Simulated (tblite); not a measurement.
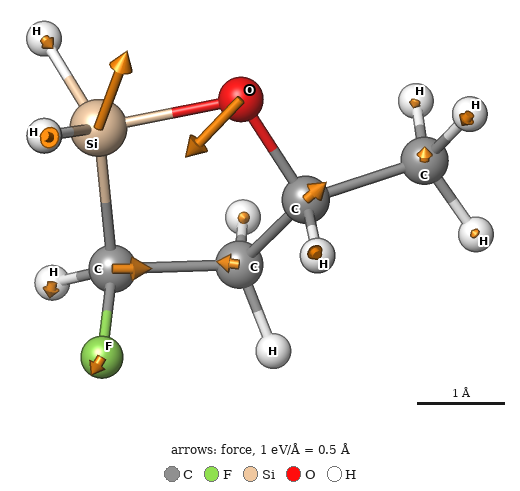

Starting geometry of C4H9FOSi with the computed forces as orange arrows. The picture is a ball-and-stick view, seen at a tilt.

Theory: GFN2-xTB geometry optimisation, gas phase (tblite). 

Question: What follows when this structure is relaxed?

Answer: It isn't relaxed: the largest force vector, on the Si atom, is 2.18 eV/Å. The final displacements follow the starting forces only in part (cosine between the two patterns 0.32). The largest move after the best rigid fit is that of an H atom, 0.18 Å. By element the largest moves are H 0.18 Å, O 0.12 Å, F 0.11 Å, Si 0.07 Å, C 0.06 Å. Some distances before and after: O–Si 1.694 → 1.626 Å, C–Si 1.876 → 1.926 Å, H–Si 1.491 → 1.455 Å, C–O 1.448 → 1.421 Å. Among the angles between lasting bonds that change: C–O–Si 109.2° → 116.1°, H–Si–H 112.2° → 116.6°, C–Si–H 114.7° → 110.5°. Over 46 geometry steps the energy falls by 0.187 eV. Cost: 0.45 s on 1 thread of Arm Neoverse N1, with other jobs on the host.
